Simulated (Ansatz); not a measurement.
Run report: AlN2H7O, geometry relaxation

System: AlN2H7O.
Method: RKS B3LYP-D4/6-31G* (Ansatz 0.2.0).

It belongs to a series of runs on one base structure; here: end point B relaxed. Figures and captions count atoms from 1; the log counts them from 0 in places.

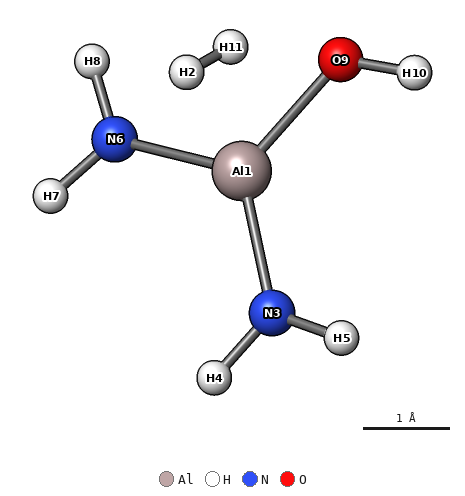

Fig. 1: The structure as given in the input (ball-and-stick view, seen at a tilt; atoms are numbered from 1 in the order of the input). Sticks mark near contacts.

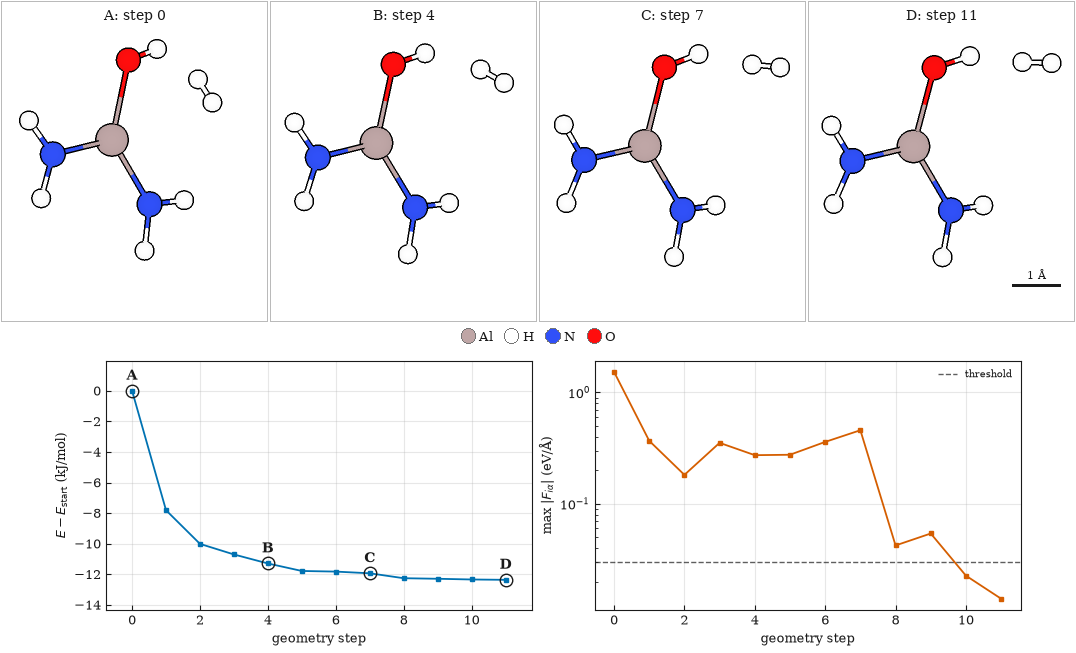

Fig. 2: Frames of the relaxation (ball-and-stick view, seen at a tilt) above the curves, on which the letters mark them (the first geometry is step 0 here and step 1 in the log).

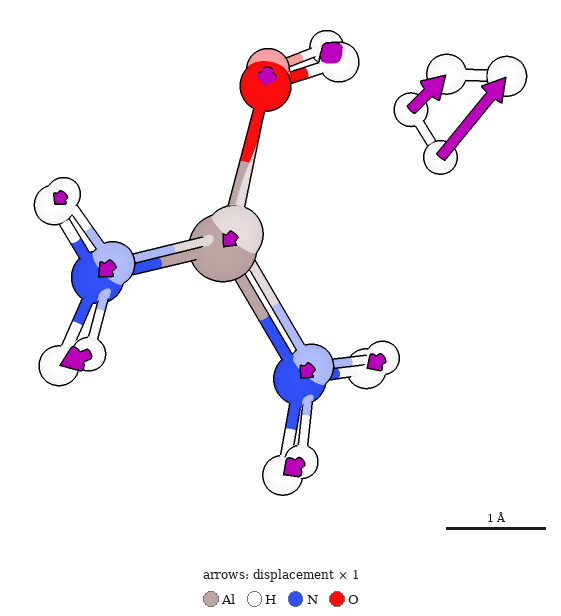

Fig. 3: Start (faint) and end (solid) with the displacements as pink arrows, at true length (ball-and-stick view, seen at a tilt). The two geometries are laid on each other by the best rigid fit. After 11 geometry steps the energy has fallen by 12.4 kJ/mol. Largest force component: 1.5 eV/Å at the start, 0.014 eV/Å at the end. The atom that moves furthest after the best rigid fit is H2 (1.07 Å). By element the largest moves are H 1.07 Å, N 0.22 Å, O 0.20 Å, Al 0.18 Å. Distances before and after: H2–H11 0.710 → 0.745 Å, Al1–O9 1.754 → 1.719 Å. Among the angles that change: Al1–N6–H8 125.8° → 123.2°, Al1–N6–H7 124.1° → 126.2°. (Atoms are counted from 1 in the order of the input.)

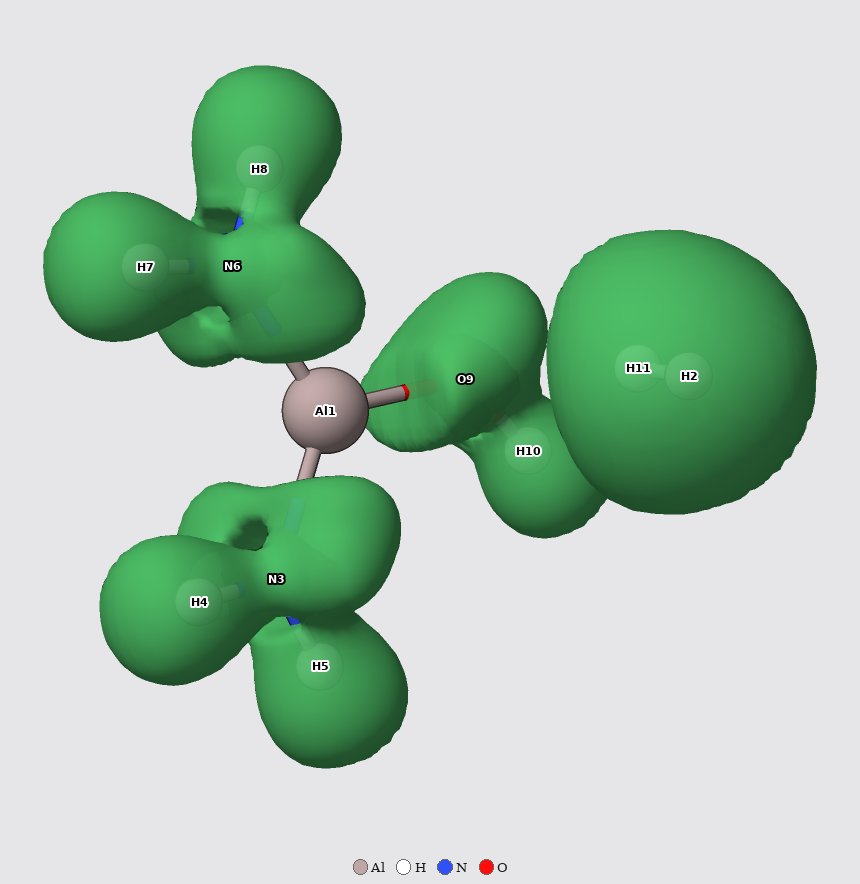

Fig. 4: Isosurface of the ELF at 0.75 (green), seen face on. Core shells and regions of very low density are left out. Along the contacts the grid gives the following. Al1···H11 (3.19 Å): the ELF is only about 0 between them; a non-bonded, intermolecular contact. Al–O (1.72 Å): the ELF peaks at about 0.85 in the valence shell of O, 0.6 Å from its nucleus, and is about 0.45 at the midpoint.

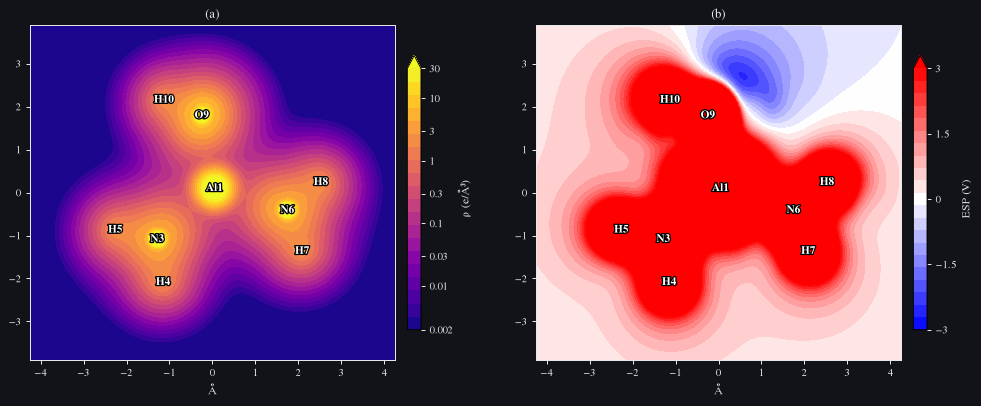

Fig. 5: (a) electron density; (b) molecular electrostatic potential on the plane of atoms N6, Al1 and O9. The section cuts through Al, N, H and O sites. Al–O (1.72 Å): ρ at the midpoint is about 0.82 e/Å³. O–H (0.96 Å): ρ at the midpoint is about 3.5 e/Å³, with its minimum of 2.3 e/Å³ about 0.8 Å from O. N–H (1.01 Å): ρ is about 2.7 e/Å³ halfway, with its minimum of 2.2 e/Å³ about 0.7 Å from N.

These pictures come from the run below.

**The input**
```yaml
crystal:
  periodic: [false, false, false]
  atoms:
    - { symbol: Al, position_ang: [0.009908, 0.714182, -0.408794] }
    - { symbol: H, position_ang: [-0.053283, -0.15102, 2.216629] }
    - { symbol: "N", position_ang: [1.559413, -0.001516, -0.914601] }
    - { symbol: H, position_ang: [1.63011, -0.883746, -1.407517] }
    - { symbol: H, position_ang: [2.478471, 0.304017, -0.624429] }
    - { symbol: "N", position_ang: [-1.534028, 0.050528, -0.976729] }
    - { symbol: H, position_ang: [-1.621269, -0.803081, -1.511049] }
    - { symbol: H, position_ang: [-2.450755, 0.407062, -0.746713] }
    - { symbol: O, position_ang: [-0.039186, 2.163814, 0.577617] }
    - { symbol: H, position_ang: [0.764489, 2.623471, 0.846451] }
    - { symbol: H, position_ang: [-0.111669, 0.544288, 2.086836] }
basis:
  gaussian: { orbitals: "6-31G*" }
hamiltonian:
  xc: b3lyp
  dispersion: d4
relax:
  f_tol: 0.03
  max_steps: 50
output:
  orbitals: {}
```

Launch command:
```bash
ansatz run input.yaml --threads 1 --pin off --max-ram 2048MiB --backend cpu --events-out ev --progress --plain --runs-dir out
```

**Output**
```
The last accepted step is kept in [file] (removed where the run ends without a failure and the disk answers)
Engine: ansatz 0.2.0, aarch64-unknown-linux-gnu
Functional definition: B3LYP
  parameter a0 = 0.2
  parameter ax = 0.72
  parameter ac = 0.81
  exchange = (1 - a0 - ax)*slater_x + ax*b88_x + a0*exact_x
  correlation = (1 - ac)*vwn_rpa_c + ac*lyp_c
868 factors; integrals over basis functions are off by at most 3.8e-4 eV
mean field evaluation 1: about -11723.3515 eV, gradient 9.6e1 eV
mean field evaluation 2: about -11698.1483 eV, gradient 1.4e2 eV
mean field evaluation 4: about -11740.2758 eV, gradient 9.0e0 eV
mean field evaluation 8: about -11740.4337 eV, gradient 1.8e-2 eV
mean field -11740.43371598 eV, -431.4529811106 hartree, gradient 5.6e-5 eV, S^2 0.000000; 0 other end points of the search recorded, 0 dependent functions left out
the calculation of the forces begins
reference -11740.43397210 eV, -431.4529905227 hartree; 21, 21 occupied and 57, 57 virtual orbitals, 868 factors
relax step   1: F+E_penalty+E_count = -11740.71030188 eV  Δ(F+E_penalty+E_count) = +0.000e0 eV  max|allowed force component| = 1.531e0 eV/Å  Δτ_max = 0.0000 Å  (24 SCF iters, accepted)
these checks for a lower state are left out or cut short: starts, cluster_reference, orbital_swaps, neighbouring_geometries, increment
868 factors; integrals over basis functions are off by at most 3.8e-4 eV
mean field evaluation 16: about -11740.5098 eV, gradient 4.4e-2 eV
mean field -11740.51892374 eV, -431.4561124379 hartree, gradient 6.3e-6 eV, S^2 0.000000; 0 other end points of the search recorded, 0 dependent functions left out
[... from here on the field's lines of each further geometry are left out, up to the last ...]
relax step   2: F+E_penalty+E_count = -11740.79128243 eV  Δ(F+E_penalty+E_count) = -8.098e-2 eV  max|allowed force component| = 3.676e-1 eV/Å  Δτ_max = 0.1948 Å  (26 SCF iters, accepted)
relax step   3: F+E_penalty+E_count = -11740.81408502 eV  Δ(F+E_penalty+E_count) = -2.280e-2 eV  max|allowed force component| = 1.817e-1 eV/Å  Δτ_max = 0.1920 Å  (28 SCF iters, accepted)
relax step   4: F+E_penalty+E_count = -11740.82125946 eV  Δ(F+E_penalty+E_count) = -7.174e-3 eV  max|allowed force component| = 3.525e-1 eV/Å  Δτ_max = 0.1926 Å  (28 SCF iters, accepted)
relax step   5: F+E_penalty+E_count = -11740.82736462 eV  Δ(F+E_penalty+E_count) = -6.105e-3 eV  max|allowed force component| = 2.731e-1 eV/Å  Δτ_max = 0.1484 Å  (27 SCF iters, accepted)
relax step   6: F+E_penalty+E_count = -11740.83244741 eV  Δ(F+E_penalty+E_count) = -5.083e-3 eV  max|allowed force component| = 2.754e-1 eV/Å  Δτ_max = 0.1950 Å  (24 SCF iters, accepted)
relax step   7: F+E_penalty+E_count = -11740.83286890 eV  Δ(F+E_penalty+E_count) = -4.215e-4 eV  max|allowed force component| = 3.593e-1 eV/Å  Δτ_max = 0.1158 Å  (27 SCF iters, accepted)
relax step   8: F+E_penalty+E_count = -11740.83402400 eV  Δ(F+E_penalty+E_count) = -1.155e-3 eV  max|allowed force component| = 4.574e-1 eV/Å  Δτ_max = 0.0761 Å  (28 SCF iters, accepted)
relax step   9: F+E_penalty+E_count = -11740.83736077 eV  Δ(F+E_penalty+E_count) = -3.337e-3 eV  max|allowed force component| = 4.219e-2 eV/Å  Δτ_max = 0.0304 Å  (28 SCF iters, accepted)
relax step  10: F+E_penalty+E_count = -11740.83773299 eV  Δ(F+E_penalty+E_count) = -3.722e-4 eV  max|allowed force component| = 5.402e-2 eV/Å  Δτ_max = 0.0440 Å  (27 SCF iters, accepted)
relax step  11: F+E_penalty+E_count = -11740.83822174 eV  Δ(F+E_penalty+E_count) = -4.888e-4 eV  max|allowed force component| = 2.257e-2 eV/Å  Δτ_max = 0.0300 Å  (23 SCF iters, accepted)
the calculation of the forces begins
reference -11740.58029871 eV, -431.4583679265 hartree; 21, 21 occupied and 57, 57 virtual orbitals, 868 factors
relax step  12: F+E_penalty+E_count = -11740.83845331 eV  Δ(F+E_penalty+E_count) = -2.316e-4 eV  max|allowed force component| = 1.401e-2 eV/Å  Δτ_max = 0.0347 Å  (27 SCF iters, accepted)
868 factors; integrals over basis functions are off by at most 3.8e-4 eV
mean field evaluation 96: about -11740.5705 eV, gradient 1.2e-1 eV
mean field -11740.58004153 eV, -431.4583584751 hartree, gradient 4.6e-6 eV, S^2 0.000000; 1 other end points of the search recorded, 0 dependent functions left out
the calculation of the forces begins
reference -11740.58029871 eV, -431.4583679265 hartree; 21, 21 occupied and 57, 57 virtual orbitals, 868 factors
Total energy: -11740.83871050 eV, -431.4678643844 hartree
Atom 0 at     0.012587     0.667878    -0.582861 Å, force     0.004010    -0.001843     0.003484 eV/Å
Atom 1 at    -0.008490     0.190717     3.214393 Å, force    -0.001656     0.008861    -0.006959 eV/Å
Atom 2 at     1.571384    -0.020231    -1.098005 Å, force     0.008707     0.000506     0.001364 eV/Å
Atom 3 at     1.667760    -0.829202    -1.698092 Å, force     0.000815    -0.003124    -0.000709 eV/Å
Atom 4 at     2.484429     0.333142    -0.844695 Å, force    -0.003519    -0.000144    -0.003413 eV/Å
Atom 5 at    -1.527676     0.042337    -1.202891 Å, force    -0.008015     0.000676    -0.000996 eV/Å
Atom 6 at    -1.641957    -0.687647    -1.892933 Å, force     0.005586     0.014011     0.010054 eV/Å
Atom 7 at    -2.427959     0.395383    -0.906170 Å, force     0.000257    -0.006567    -0.004388 eV/Å
Atom 8 at    -0.086718     1.965008     0.541237 Å, force    -0.012761     0.003583    -0.003119 eV/Å
Atom 9 at     0.694274     2.296105     0.998369 Å, force     0.005628    -0.004646    -0.004551 eV/Å
Atom 10 at    -0.105433     0.614510     2.609348 Å, force     0.000948    -0.011312     0.009233 eV/Å
Dipole moment:     0.284959    -0.180299    -0.169112 e Å
```

**Trajectory as extended XYZ (Å, eV, eV/Å), 10 of the 12 frames kept, from step=1 to step=12**
```
11
Properties=species:S:1:pos:R:3:forces:R:3 step=1 energy=-11740.71030
Al    0.0099    0.7142   -0.4088    0.0747   0.8072   0.3397
H    -0.0533   -0.1510    2.2166    0.0980  -1.5307   0.4114
N     1.5594   -0.0015   -0.9146   -0.0315  -0.1325  -0.0092
H     1.6301   -0.8837   -1.4075    0.0226   0.0446  -0.0146
H     2.4785    0.3040   -0.6244   -0.0054   0.0220   0.0073
N    -1.5340    0.0505   -0.9767    0.0185  -0.0877   0.0003
H    -1.6213   -0.8031   -1.5110    0.0094  -0.0197  -0.0350
H    -2.4508    0.4071   -0.7467    0.0034   0.0861   0.0515
O    -0.0392    2.1638    0.5776   -0.1177  -0.4850  -0.5309
H     0.7645    2.6235    0.8465    0.0321  -0.0631  -0.0487
H    -0.1117    0.5443    2.0868   -0.1041   1.3588  -0.1719
11
Properties=species:S:1:pos:R:3:forces:R:3 step=2 energy=-11740.79128
Al    0.0148    0.7664   -0.4741    0.0361   0.3676   0.2731
H    -0.0819   -0.2451    2.3848    0.0022   0.1533  -0.0034
N     1.5617    0.0025   -0.9209   -0.0483  -0.0268  -0.0151
H     1.6309   -0.8806   -1.4114    0.0134   0.0304  -0.0100
H     2.4802    0.3078   -0.6287   -0.0017   0.0168  -0.0122
N    -1.5306    0.0630   -0.9910    0.0138  -0.0599  -0.0437
H    -1.6195   -0.8012   -1.5093   -0.0002   0.0215  -0.0088
H    -2.4450    0.4229   -0.7540    0.0222   0.0587   0.0187
O    -0.0475    2.2148    0.4868   -0.0008  -0.3295  -0.2820
H     0.7596    2.6466    0.7927   -0.0301  -0.0609  -0.0348
H    -0.0907    0.4710    2.1626   -0.0068  -0.1711   0.1181
11
Properties=species:S:1:pos:R:3:forces:R:3 step=3 energy=-11740.81408
Al    0.0172    0.7517   -0.4973    0.0130   0.1817   0.0826
H    -0.0884   -0.2300    2.5761    0.0039   0.1523  -0.0035
N     1.5658    0.0028   -0.9614   -0.0292  -0.0381  -0.0006
H     1.6409   -0.8663   -1.4756    0.0117   0.0266   0.0011
H     2.4844    0.3175   -0.6790   -0.0048   0.0069  -0.0091
N    -1.5283    0.0636   -1.0331    0.0084  -0.0773  -0.0350
H    -1.6225   -0.7892   -1.5690   -0.0114   0.0229   0.0028
H    -2.4395    0.4344   -0.7999    0.0241   0.0370   0.0158
O    -0.0522    2.1882    0.4576    0.0400  -0.1171  -0.0731
H     0.7546    2.6130    0.7739   -0.0499  -0.0418  -0.0219
H    -0.0998    0.4822    2.3454   -0.0059  -0.1531   0.0408
11
Properties=species:S:1:pos:R:3:forces:R:3 step=5 energy=-11740.82736
Al    0.0195    0.7301   -0.5414   -0.0048  -0.0670  -0.0482
H    -0.0676   -0.1137    2.8905   -0.0257   0.2731  -0.1494
N     1.5702   -0.0017   -1.0239    0.0013  -0.0368  -0.0180
H     1.6538   -0.8400   -1.5863   -0.0034   0.0408   0.0205
H     2.4877    0.3184   -0.7439   -0.0037   0.0031  -0.0053
N    -1.5251    0.0577   -1.0992    0.0089  -0.0516  -0.0358
H    -1.6291   -0.7692   -1.6728   -0.0117   0.0345   0.0163
H    -2.4303    0.4359   -0.8541    0.0097   0.0101   0.0047
O    -0.0614    2.1135    0.4713    0.0583   0.0757   0.0719
H     0.7424    2.5213    0.8162   -0.0583  -0.0241  -0.0068
H    -0.1279    0.5157    2.4811    0.0294  -0.2579   0.1500
11
Properties=species:S:1:pos:R:3:forces:R:3 step=6 energy=-11740.83245
Al    0.0145    0.7004   -0.5591   -0.0076  -0.0111   0.0112
H    -0.0490    0.0115    3.0387   -0.0174   0.2754  -0.2006
N     1.5694   -0.0093   -1.0608    0.0051  -0.0586  -0.0416
H     1.6598   -0.8207   -1.6621   -0.0127   0.0747   0.0499
H     2.4847    0.3081   -0.7707   -0.0046   0.0013  -0.0029
N    -1.5272    0.0501   -1.1517    0.0135  -0.0503  -0.0397
H    -1.6348   -0.7509   -1.7614   -0.0004   0.0646   0.0424
H    -2.4305    0.4250   -0.8938    0.0036  -0.0008  -0.0006
O    -0.0766    2.0387    0.5186    0.0673   0.0133   0.0061
H     0.7225    2.4319    0.8910   -0.0644  -0.0337  -0.0239
H    -0.1006    0.5833    2.5492    0.0178  -0.2750   0.1996
11
Properties=species:S:1:pos:R:3:forces:R:3 step=7 energy=-11740.83287
Al    0.0136    0.6884   -0.5616   -0.0094  -0.0464  -0.0779
H    -0.0310    0.0745    3.1343   -0.0496   0.2979  -0.3593
N     1.5700   -0.0112   -1.0721    0.0070  -0.0585  -0.0358
H     1.6630   -0.8116   -1.6873   -0.0135   0.0647   0.0496
H     2.4848    0.3095   -0.7840   -0.0041   0.0006   0.0002
N    -1.5277    0.0503   -1.1691    0.0143  -0.0457  -0.0267
H    -1.6378   -0.7402   -1.7916    0.0018   0.0544   0.0401
H    -2.4296    0.4273   -0.9097    0.0018  -0.0029  -0.0002
O    -0.0802    2.0181    0.5215    0.0728   0.0537   0.0707
H     0.7175    2.4061    0.9026   -0.0744  -0.0347  -0.0191
H    -0.1103    0.5568    2.5547    0.0533  -0.2831   0.3583
11
Properties=species:S:1:pos:R:3:forces:R:3 step=8 energy=-11740.83402
Al    0.0214    0.6807   -0.5755    0.0094   0.0067  -0.0059
H    -0.0351    0.1182    3.1441    0.0011   0.0130  -0.0086
N     1.5758   -0.0225   -1.0819    0.0100  -0.0038  -0.0039
H     1.6667   -0.8322   -1.6814    0.0021  -0.0138  -0.0045
H     2.4912    0.3173   -0.8191   -0.0036   0.0079  -0.0030
N    -1.5240    0.0540   -1.1821   -0.0065  -0.0026   0.0149
H    -1.6445   -0.7019   -1.8421    0.0051   0.0021   0.0012
H    -2.4220    0.3980   -0.8682    0.0075   0.0033  -0.0131
O    -0.0739    2.0014    0.5169   -0.4574  -0.1778  -0.2143
H     0.6826    2.3733    0.9618    0.4335   0.1730   0.2271
H    -0.1061    0.5818    2.5652   -0.0011  -0.0079   0.0101
11
Properties=species:S:1:pos:R:3:forces:R:3 step=10 energy=-11740.83773
Al    0.0185    0.6730   -0.5781   -0.0540   0.0182   0.0172
H    -0.0131    0.1554    3.1683    0.0014   0.0029   0.0010
N     1.5761   -0.0198   -1.0892    0.0093   0.0028   0.0067
H     1.6715   -0.8300   -1.6877   -0.0002  -0.0031  -0.0003
H     2.4894    0.3259   -0.8268    0.0017   0.0014  -0.0038
N    -1.5271    0.0436   -1.1800    0.0073  -0.0225  -0.0311
H    -1.6451   -0.7019   -1.8521   -0.0050   0.0012  -0.0034
H    -2.4249    0.4175   -0.9027    0.0042  -0.0013   0.0072
O    -0.0944    1.9844    0.5286    0.0377  -0.0025   0.0026
H     0.6850    2.3239    0.9826   -0.0004   0.0054   0.0003
H    -0.1038    0.5959    2.5747   -0.0020  -0.0025   0.0036
11
Properties=species:S:1:pos:R:3:forces:R:3 step=11 energy=-11740.83822
Al    0.0151    0.6717   -0.5811   -0.0148   0.0203   0.0106
H    -0.0137    0.1606    3.1979    0.0007   0.0029   0.0024
N     1.5732   -0.0194   -1.0939    0.0079  -0.0027   0.0030
H     1.6687   -0.8282   -1.6944    0.0009  -0.0021   0.0004
H     2.4865    0.3278   -0.8335   -0.0009   0.0006  -0.0030
N    -1.5273    0.0436   -1.1930   -0.0028  -0.0063  -0.0075
H    -1.6432   -0.7000   -1.8678    0.0012   0.0074   0.0032
H    -2.4266    0.4081   -0.9075    0.0029  -0.0053  -0.0003
O    -0.0881    1.9807    0.5294    0.0226  -0.0005   0.0120
H     0.6932    2.3236    0.9784   -0.0169  -0.0143  -0.0155
H    -0.1054    0.5993    2.6033   -0.0006   0.0001  -0.0053
11
Properties=species:S:1:pos:R:3:forces:R:3 step=12 energy=-11740.83845
Al    0.0126    0.6679   -0.5829    0.0040  -0.0018   0.0035
H    -0.0085    0.1907    3.2144   -0.0017   0.0089  -0.0070
N     1.5714   -0.0202   -1.0980    0.0087   0.0005   0.0014
H     1.6678   -0.8292   -1.6981    0.0008  -0.0031  -0.0007
H     2.4844    0.3331   -0.8447   -0.0035  -0.0001  -0.0034
N    -1.5277    0.0423   -1.2029   -0.0080   0.0007  -0.0010
H    -1.6420   -0.6876   -1.8929    0.0056   0.0140   0.0101
H    -2.4280    0.3954   -0.9062    0.0003  -0.0066  -0.0044
O    -0.0867    1.9650    0.5412   -0.0128   0.0036  -0.0031
H     0.6943    2.2961    0.9984    0.0056  -0.0046  -0.0046
H    -0.1054    0.6145    2.6093    0.0009  -0.0113   0.0092
```

**Key numbers**

```tsv
quantity	value
outcome	converged
total energy	−11740.8387 eV
mean-field energy	−11740.5803 eV
largest force (length of the vector) at the end	0.018 eV/Å
hardware	1 thread of Arm Neoverse V2, 24 GiB of memory available, shared host
wall time	42 s
peak memory	0.15 GiB
```
